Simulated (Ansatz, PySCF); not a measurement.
Stretching the Si1–H2 bond in CH4OSi (SMILES CO[SiH]) (multiplicity 1 held, fragments rigid). Energies count from the point at 1.549 Å.
Geometry at that point (charge 0, multiplicity 1):
```xyz
7

Si    -0.408    -0.679     0.918
H     -1.310    -1.188    -0.234
O      0.451     0.419     0.047
C      0.383     0.782    -1.326
H      0.153     1.846    -1.401
H      1.353     0.599    -1.790
H     -0.386     0.203    -1.843
```

Restricted levels (R-, RO-) in cc, def2 and unpolarised 6-31G sets keep to the state of the molecule at rest. Unrestricted levels (U-) break spin symmetry where that is lower. Active spaces are followed from a long bond inwards. Curves can end on different states.

Correlated levels freeze the cores. Rows in 3-21G, 6-31G* carry no dispersion term and start afresh at each structure (6-31G* with six Cartesian d functions).

Programs: Ansatz (Gaussian orbitals); PySCF for 3-21G rows, 6-31G* rows. Each number belongs to the level named beside it.

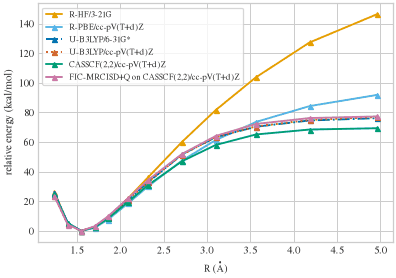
Figure: Relative energy along the coordinate

### Question
Read off the R-HF/3-21G curve at R = 3.099.

### Answer
about 82 kcal/mol

Doubts at one or more of the structures used: a restricted determinant that unrestricted orbitals would lower (R-HF/3-21G, R-PBE/cc-pV(T+d)Z); a spin-contaminated determinant (U-B3LYP/6-31G*, U-B3LYP/cc-pV(T+d)Z).

Ansatz is a quantum-chemistry and plane-wave program.
